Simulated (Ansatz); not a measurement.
**CCSDTQ/STO-3G run of BH5S (B(H2S)H3)**

Aim: the energy change on altering one bond length of BH5S (B(H2S)H3) at CCSDTQ/STO-3G, from 2 runs. 

The results are computed with Ansatz 0.2.0.

43 further runs of the same task are left out: 43 set aside as unsound or not needed.

### 1 Starting point

BH5S: 7 atoms, total charge 0, spin state singlet. As SMILES, `[H]B([H])([H])<-S`. The coordinates come from a GFN2-xTB relaxation.

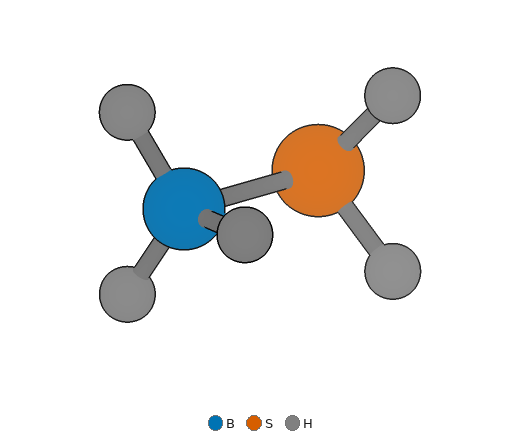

The structure, seen from a chosen angle (boron blue, sulfur orange, hydrogen grey).

### 2 The energy at CCSDTQ/STO-3G

File job.yaml:

```yaml
crystal:
  periodic: [false, false, false]
  atoms:
    - {symbol: B, position_ang: [0.127630, -0.217240, -0.817090]}
    - {symbol: S, position_ang: [0.134050, -0.231310, 1.222430]}
    - {symbol: H, position_ang: [0.506250, 1.037510, 1.415020]}
    - {symbol: H, position_ang: [-1.154430, 0.067690, 1.414850]}
    - {symbol: H, position_ang: [1.280190, -0.216980, -1.075620]}
    - {symbol: H, position_ang: [-0.453000, 0.779570, -1.081760]}
    - {symbol: H, position_ang: [-0.440700, -1.219250, -1.077830]}
basis:
  gaussian: {orbitals: STO-3G}
correlation: {method: ccsdtq, frozen_orbitals: {B: 1, H: 0, S: 5}}
accuracy: high
scf: {omitted_lower_state_checks: [cluster_reference, increment]}
```

Command:

```sh
$ ansatz run job.yaml --threads 1 --pin off --max-ram 2610MiB --events-out events.jsonl --progress --plain --runs-dir runs
```

Standard output, shortened:

```text
Warning: RAYON_NUM_THREADS=1 ignored (pool sized by the plan → 1); use --threads N
Functional definition: HF
  name "HF"
[...]
329 factors; integrals over basis functions are off by at most 8.7e-9 eV
[...]
mean field -11440.34286568 eV, -420.4248457708 hartree, gradient 6.2e-9 eV, S^2 0.000000; 0 other end points of the search recorded, 0 dependent functions left out
6 core orbitals not correlated: weight in the atoms' cores, before any rotation towards them, 1.000 or more for the frozen orbitals, at most 0.000 for the correlated occupied ones
reference -11440.34286568 eV, -420.4248457708 hartree; 7, 7 occupied and 6, 6 virtual orbitals, 329 factors
second order -2.00781740 eV of doubles, -0.00000000 eV of singles
cycle   1  -2.56609173 eV  change   -5.6e-1 eV  update   5.9e-2
[...]
cycle  20  -2.88003052 eV  change   7.1e-10 eV  update   1.1e-9
Total energy: -11443.22289620 eV, -420.5306849404 hartree
Checks for a lower state left out: cluster_reference, increment
```

It took 3.9 s on 1 thread of Arm Neoverse V2, shared host; peak memory 0.11 GiB.

### 3 The distorted shape

File input.yaml:

```yaml
crystal:
  periodic: [false, false, false]
  atoms:
    - symbol: B
      position_ang: [0.126025, -0.213722, -1.326997]
    - symbol: S
      position_ang: [0.134050, -0.231310, 1.222430]
    - symbol: H
      position_ang: [0.506250, 1.037510, 1.415020]
    - symbol: H
      position_ang: [-1.154430, 0.067690, 1.414850]
    - symbol: H
      position_ang: [1.278585, -0.213462, -1.585527]
    - symbol: H
      position_ang: [-0.454605, 0.783088, -1.591667]
    - symbol: H
      position_ang: [-0.442305, -1.215732, -1.587737]
basis:
  gaussian:
    orbitals: STO-3G
magnetization:
  spin_polarized: false
  initial_magnetization: 0
correlation:
  method: ccsdtq
  frozen_orbitals: {B: 1, H: 0, S: 5}
accuracy: high
scf:
  omitted_lower_state_checks: [cluster_reference, increment]
```

Command:

```sh
$ ansatz run input.yaml --threads 1 --pin off --max-ram 2610MiB --events-out events.jsonl --progress --plain --runs-dir runs
```

Standard output, shortened:

```text
Warning: RAYON_NUM_THREADS=1 ignored (pool sized by the plan → 1); use --threads N
[... 2 set-up lines as earlier in the session ...]
[...]
320 factors; integrals over basis functions are off by at most 1.2e-8 eV
[...]
mean field -11439.61315734 eV, -420.3980294839 hartree, gradient 1.8e-8 eV, S^2 0.000000; 0 other end points of the search recorded, 0 dependent functions left out
6 core orbitals not correlated: weight in the atoms' cores, before any rotation towards them, 1.000 or more for the frozen orbitals, at most 0.000 for the correlated occupied ones
reference -11439.61315734 eV, -420.3980294839 hartree; 7, 7 occupied and 6, 6 virtual orbitals, 320 factors
second order -1.90358106 eV of doubles, -0.00000000 eV of singles
cycle   1  -2.44286725 eV  change   -5.4e-1 eV  update   6.1e-2
[...]
cycle  20  -2.75427308 eV  change   4.0e-10 eV  update  6.9e-10
Total energy: -11442.36743042 eV, -420.4992471528 hartree
Checks for a lower state left out: cluster_reference, increment
```

Run time: 3.9 s. Hardware: 1 thread of Arm Neoverse V2, shared host; peak memory 0.11 GiB.

### 4 Outcome

Level: CCSDTQ/STO-3G, 6 core orbitals frozen.

```
                                                         quantity          value
                                        first shape: total energy  -420.53068 Eh
         first shape: correlation energy (6 core orbitals frozen)     -105.8 mEh
                                       first shape: T1 diagnostic          0.006
                                    distorted shape: total energy  -420.49925 Eh
     distorted shape: correlation energy (6 core orbitals frozen)     -101.2 mEh
                                   distorted shape: T1 diagnostic          0.007
energy change with the B1–S2 bond stretched from 2.040 to 2.550 Å       0.855 eV
```

In words: With the B1–S2 bond stretched from 2.040 to 2.550 Å the energy rises by 0.86 eV (19.7 kcal/mol). The first shape isn't relaxed at this level, so the change isn't measured from a minimum. The minimal basis adds a large error of its own.
